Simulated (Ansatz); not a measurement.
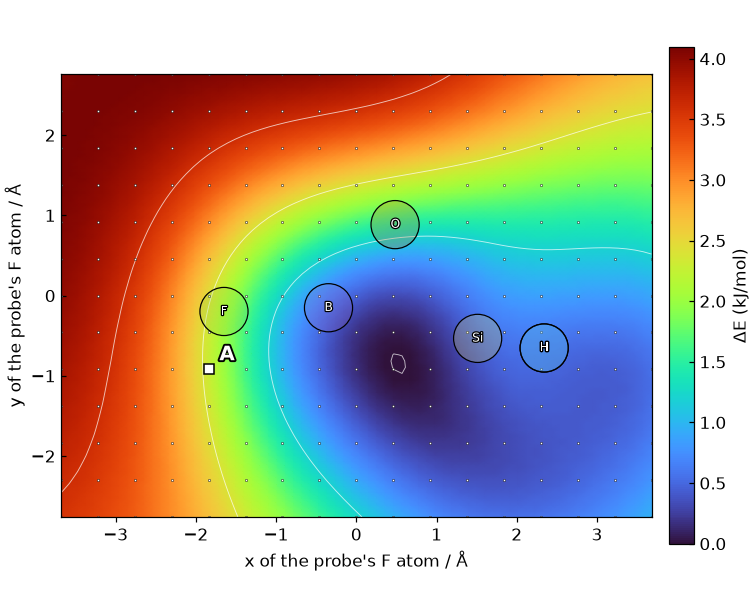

BFH₂OSi (SMILES FB1O[SiH2]1) with the probe HF. 
- The probe is moved over a plane parallel to the molecule's main plane, 3.91 Å above it.
- First axis: x of the probe's F atom. Second axis: y of the probe's F atom.
- Nothing is relaxed (molecule and probe rigid, the probe upright with F nearest the plane).
- Grid: 17 × 13 points.
- Points are written as (first, second).
- Energies are in kJ/mol, from the lowest grid point.
- Theory: Ansatz, RHF/def2-SVPD.

The picture shows a smooth colour map with a few white contour lines, dots at the grid points, labelled circles for the molecule's atoms, projected on the plane, the point A. Between grid points the surface is interpolated.

Q: Is A at rest? If not, where is it pushed?

A: A, at (−1.84 Å, −0.92 Å), is not a stationary point. The computed force is 0.015 eV/Å in the plane, pointing right in the picture (components 0.015 and 0.001 eV/Å).
